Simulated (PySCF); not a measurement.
# F2H4N: the cost of one run

Programs: PySCF 2.14.0. All values are calculated, for the isolated system unless a continuum is named. Atoms count from 0, parts from 1.

## 1. Starting point

7 atoms, charge -1, multiplicity 1; geometry: GFN2-xTB. Parts: 1 = atoms 0–2, `F[H-]F`, charge -1; 2 = atoms 3–6, `N`, charge 0.

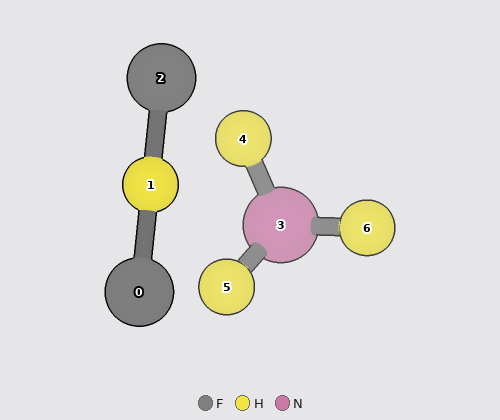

The starting geometry (fluorine grey, hydrogen yellow, nitrogen pink), atoms numbered.

## 2. Geometry optimisation at PBE0-D3(BJ)/def2-SVPD

Job settings and geometry (Å):

```
{"job": {"xc": "PBE0", "basis": "def2-SVPD", "d3": "d3bj", "grid": 2, "kind": "geom", "shake": 0.01}, "charge": -1, "multiplicity": 1, "parts": [{"atoms": "0-2", "charge": -1, "multiplicity": 1}, {"atoms": "3-6", "charge": 0, "multiplicity": 1}]}
F      0.151093     0.727988    -1.299467
H     -0.330748     0.419080    -0.310784
F     -0.827887     0.113148     0.664049
N     -2.613924     2.024913    -0.950780
H     -2.658778     1.300443    -0.233631
H     -1.917128     1.709091    -1.579973
H     -2.246169     2.842711    -0.494165
```

Started as:

```sh
OMP_NUM_THREADS=1 python cluster_run.py task.json out
```

The driver reads the jobs from task.json and runs them one after another.

Q: Estimate the wall time and peak memory of this first job on 1 thread of Intel Xeon Platinum 8259CL at 2.50GHz, shared host.

About 18 s, with a peak of 0.44 GiB.
